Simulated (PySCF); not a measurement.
C$_{4}$H$_{7}$N (charge +1, doublet)

The calculation's input:

```
{"job": {"kind": "sp", "xc": "wB97X", "basis": "ma-def2-TZVP", "d3": "d3bj", "grid": 2}, "charge": 1, "multiplicity": 2}
C     -1.041320    -0.192777     0.929653
C     -0.504282    -0.428875    -0.429196
C      0.836117     0.149773    -0.776613
C      1.542273     0.802955     0.274445
N      2.094840     1.345712     1.157830
H     -2.028410    -0.646289     1.080374
H     -0.337804    -0.542619     1.722190
H     -1.104810     0.898055     1.166612
H     -1.253635    -0.185345    -1.230904
H     -0.478023    -1.533686    -0.674872
H      0.742518     0.891665    -1.619566
H      1.523954    -0.569824    -1.287072
```

Command:

```sh
OMP_NUM_THREADS=1 python redox_run.py task.json out
```

Geometry: PBE0-D3(BJ)/def2-SVP.

Theory: DFT single point, gas phase, functional wB97X in PySCF.

Question: Predict the electron density, electron localisation function and spin density between the atoms.

Answer: C–N (1.17 Å): ρ is about 3.5 e/Å³ halfway; the ELF peaks at about 0.85 between the atoms: a multiple bond.
C–C (1.42 Å): ρ at the midpoint is about 2 e/Å³; the ELF peaks at about 0.95 between the atoms, as expected for localised, covalent bonding.
C–H (1.10 Å): ρ is about 2 e/Å³ halfway; the ELF climbs to about 1 towards the hydrogen, as it does in any bond to H (an ordinary covalent bond to hydrogen).
C–C (1.48 Å): the density is about 1.8 e/Å³ at the midpoint; the ELF peaks at about 0.95 between the atoms, as expected for a shared electron pair.
The unpaired spin (1 electron) lies mostly on N5 (about 0.3), C2 (about 0.1), C3 (about 0.1), H10 (about 0.1) and H11 (about 0.1), in electrons by Hirshfeld's partition.

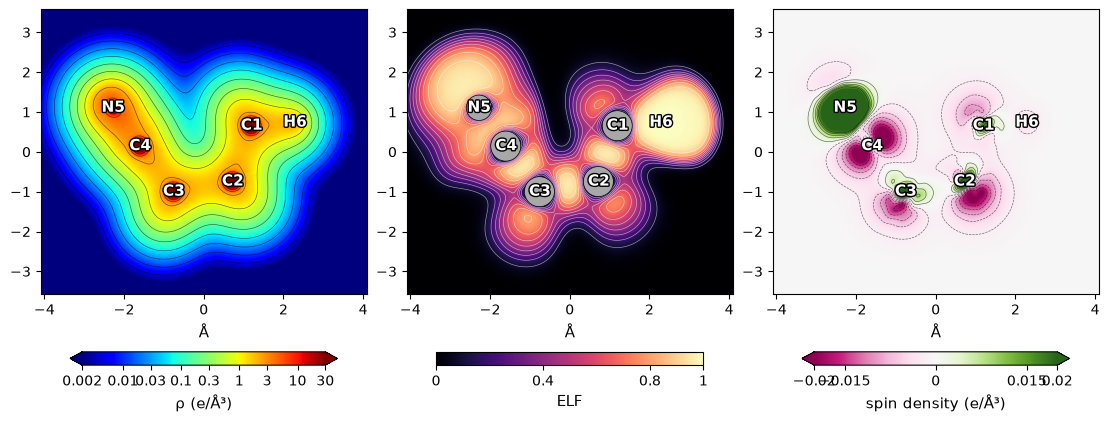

Computed electron density, electron localisation function and spin density on the plane of atoms C2, C1 and H6, in this order. Grey discs cover the atomic cores in the ELF map. 
